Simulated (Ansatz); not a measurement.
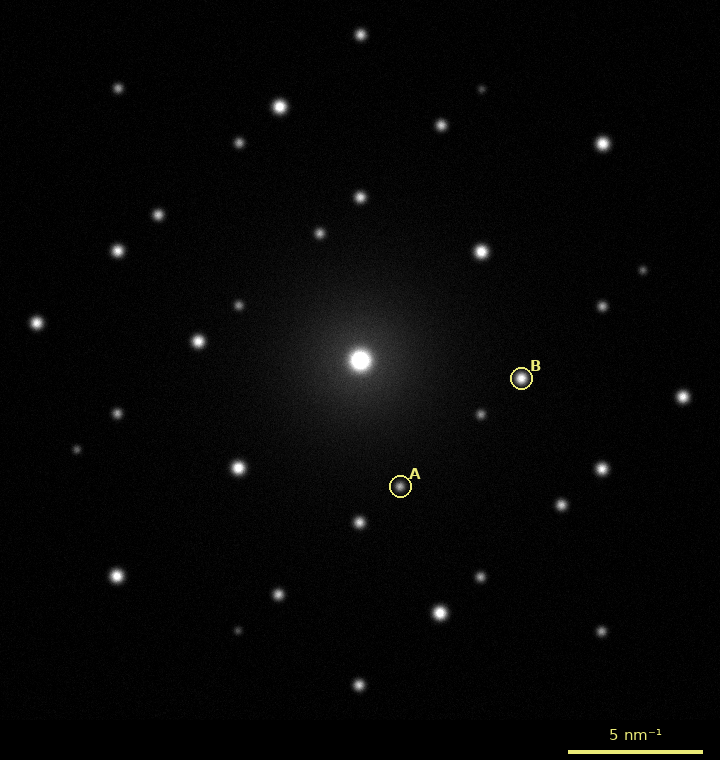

The pattern is a kinematic simulation for 80 kV electrons (no multiple scattering; isotropic B = 0.3 Å²). Two individuals of a reflection twin are superposed (a geometric construction: whether this twin forms is not tested; the second individual is smaller and so fainter). Crystal: CdGe2, space group Fd-3m (No. 227), a = 8.035 Å, zone axis [210]. Structure: the end point of a relaxation with DFT PBE, scalar-relativistic, plane waves, PAW (Ansatz); the starting structure was generated, so it need not be a known form of this composition.

| atom | site | symmetry | x | y | z |
| --- | --- | --- | --- | --- | --- |
| Cd | 8a | -43m | 0.0000 | 0.0000 | 0.0000 |
| Ge | 16d | .-3m | 0.1250 | 0.1250 | 0.6250 |

In the first individual spot A is 0 0 -4 and spot B is -2 4 -2.

On which plane is the crystal twinned?

(1-2-1). The spot positions of the combined pattern are mirror-symmetric about the row through 2 -4 -2 (d = 1.640 Å), which both individuals share, while a single individual has only symmetry 2mm without that mirror line. Friedel's law adds the mirror line at right angles, so a twin on (1-25) would give the same picture; the more widely spaced plane was used.

Which other reflections coincide?

Off the common row, 2 -4 10 and their kin fall on spots of the second individual; about 14 % of the first individual's visible spots are shared.
